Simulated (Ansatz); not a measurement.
Partial pair distribution functions of a relaxed model of amorphous Al28O45Ga2, broadened by 0.06 Å; density 3.12 g/cm³. Level of theory: PBE, scalar-relativistic without spin-orbit coupling (plane waves to 420 eV, PAW; Ansatz, a program for electronic structure).

Preparation: random packing, a CHGNet melt and quench, and a DFT relaxation. O atoms were pushed apart under 1.9 Å during the dynamics, to hinder bonds among them. The hot cell started wider than the set density and was brought back towards it in steps. It is the lowest in DFT energy of 2 quenches. It is a model cell: composition and starting density were chosen by hand, and all elements were melted together. No dispersion term was used. Its density started from a set value of 3.25 and ended at 3.12 g/cm³. The quench (nominally 340 K/ps over its main leg) was far faster than any real one, so the model tends to hold more defects than a real film. Values belong to this one cell and scatter from quench to quench. Volume and shape were free in the relaxation.

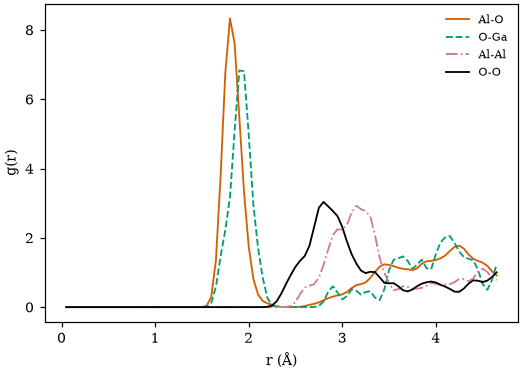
Fig. 1. Partial pair distribution functions

Highest peaks under 4.5 Å: Al-O near 1.80 Å, O-Ga near 1.90 Å, Al-Al near 3.15 Å, O-O near 2.80 Å; pairs of few atoms are noisy.

Within 2.30 Å each Al has 4.46 O neighbours on average.
